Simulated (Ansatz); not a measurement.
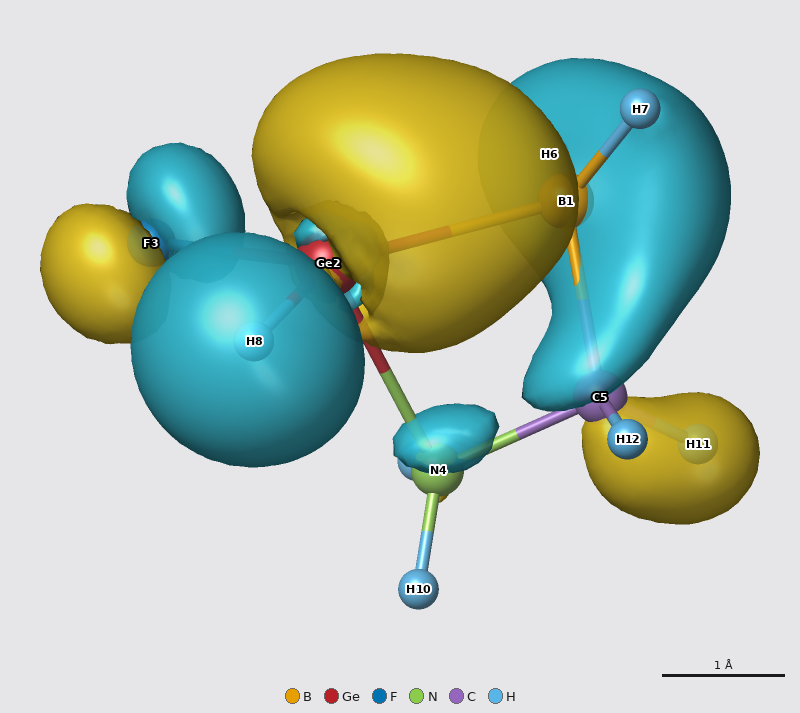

Figure 1: CH7BFGeN. The HOMO at ±0.1 Å⁻³ᐟ² (yellow and cyan are the two phases), seen across its widest extent.

All numbers below come from RKS PBE/def2-SVP in Ansatz 0.2.0.

```yaml
atoms:
  - { symbol: B, position_ang: [0.3205, 1.1256, 0.6484] }
  - { symbol: Ge, position_ang: [-0.0649, -0.8537, 1.2564] }
  - { symbol: F, position_ang: [-1.5401, -1.4274, 2.0670] }
  - { symbol: N, position_ang: [-0.7280, -0.6419, -0.7340] }
  - { symbol: C, position_ang: [0.2565, 0.5012, -0.8775] }
  - { symbol: H, position_ang: [-0.7143, 1.7205, 0.9532] }
  - { symbol: H, position_ang: [1.3549, 1.6405, 1.0447] }
  - { symbol: H, position_ang: [0.7454, -2.2054, 1.1317] }
  - { symbol: H, position_ang: [-1.6919, -0.2804, -0.6710] }
  - { symbol: H, position_ang: [-0.7109, -1.3629, -1.4714] }
  - { symbol: H, position_ang: [-0.0601, 1.2084, -1.6739] }
  - { symbol: H, position_ang: [1.2169, 0.0482, -1.2019] }
```

Question: Describe this orbital and give its energy.

Answer: Its weight (Hirshfeld) is mainly on Ge2 (about 35 %), B1 (about 25 %), H8 (about 15 %), F3 (about 10 %) and H6 (about 5 %). Its energy is −6.07 eV.
